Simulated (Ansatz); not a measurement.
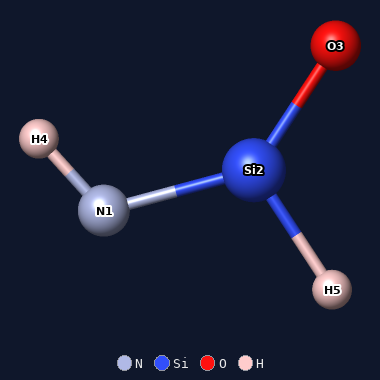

The system is H₂NOSi, SMILES N=[SiH][O-], charge −1; the picture shows the reference structure. 
- Coordinates scanned: (1) umbrella angle at Si2 (between each of its bonds and their common axis; 90 is planar); (2) change of the bonds Si2–N1, Si2–O3, Si2–H5, all alike.
- Nothing is relaxed (all other coordinates rigid).
- The scan uses a 9 × 9 grid; 46 points were computed and 35 follow by symmetry.
- Points are written as (first, second).
- Energies: kJ/mol, counted from the lowest grid point.
- These are results of RKS wB97M-V/def2-SVPD in Ansatz 0.2.0, not measurements.

Its coordinates:

```csv
atom,x (Å),y (Å),z (Å)
N,-0.7026,-1.0001,-0.0314
Si,0.3387,0.2594,0.0668
O,0.3658,1.7917,-0.2790
H,-1.6247,-0.8085,-0.4216
H,1.6228,-0.2425,0.6652
```

Range: umbrella angle at Si2 (between each of its bonds and their common axis; 90 is planar) from 66 to 114°; change of the bonds Si2–N1, Si2–O3, Si2–H5, all alike from −0.173 to 0.267 Å.

Q: Predict the map.

A: The lowest grid point is at (90°, −0.008 Å). It is the only kind of minimum in the scanned range. The highest grid point, (66°, −0.173 Å), lies 446 kJ/mol above the lowest. Round the minimum the two coordinates are nearly uncoupled.

```tsv
second ↓, first →	66	72	78	84	90	96	102	108	114
0.267	350	302	267	246	239	246	267	302	350
0.212	288	235	196	172	164	172	196	235	288
0.157	236	176	133	107	98	107	133	176	236
0.102	197	131	84	55	45	55	84	131	197
0.047	177	105	52	21	10	21	52	105	177
−0.008	182	103	46	12	0	12	46	103	182
−0.063	221	135	73	35	23	35	73	135	221
−0.118	305	211	144	103	89	103	144	211	305
−0.173	446	345	272	228	213	228	272	345	446
```

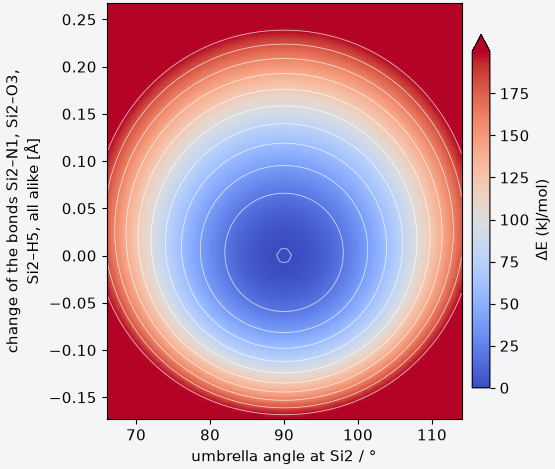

The picture shows a smooth colour map with a few white contour lines, one colour for all values above the top of the scale. Between grid points the surface is interpolated.

Time for the 46 points that were run: 6.1 min on 1 thread of Arm Neoverse V2 (shared host).
